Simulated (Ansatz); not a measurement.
# Sc: response to strain

Start from Sc in the hcp (Mg type) structure (space group P6_3/mmc, No. 194; a = 3.3179 Å, c = 5.1860 Å; relaxed with 0.1 eV smearing).

Strains are applied to the cell and any free atomic positions relax.

Computed with PBE, PAW, 420 eV (Ansatz, an electronic-structure program; no spin-orbit coupling).

Notes on the quantities. energy relative to the base: free energy F.

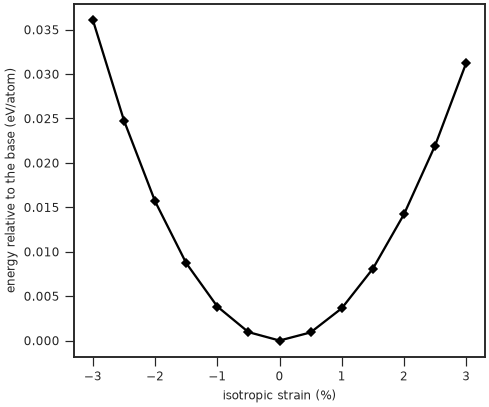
Figure: Energy relative to the base against isotropic strain

```json
[
 {"isotropic strain (%)": "-3", "energy relative to the base": "+36 meV/atom"},
 {"isotropic strain (%)": "-2.5", "energy relative to the base": "+25 meV/atom"},
 {"isotropic strain (%)": "-2", "energy relative to the base": "+16 meV/atom"},
 {"isotropic strain (%)": "-1.5", "energy relative to the base": "+8.7 meV/atom"},
 {"isotropic strain (%)": "-1", "energy relative to the base": "+3.8 meV/atom"},
 {"isotropic strain (%)": "-0.5", "energy relative to the base": "+0.9 meV/atom"},
 {"isotropic strain (%)": "0.5", "energy relative to the base": "+0.9 meV/atom"},
 {"isotropic strain (%)": "1", "energy relative to the base": "+3.6 meV/atom"},
 {"isotropic strain (%)": "1.5", "energy relative to the base": "+8.1 meV/atom"},
 {"isotropic strain (%)": "2", "energy relative to the base": "+14 meV/atom"},
 {"isotropic strain (%)": "2.5", "energy relative to the base": "+22 meV/atom"},
 {"isotropic strain (%)": "3", "energy relative to the base": "+31 meV/atom"}
]
```

Stability against distortions was not tested. All final runs are without spin polarisation.
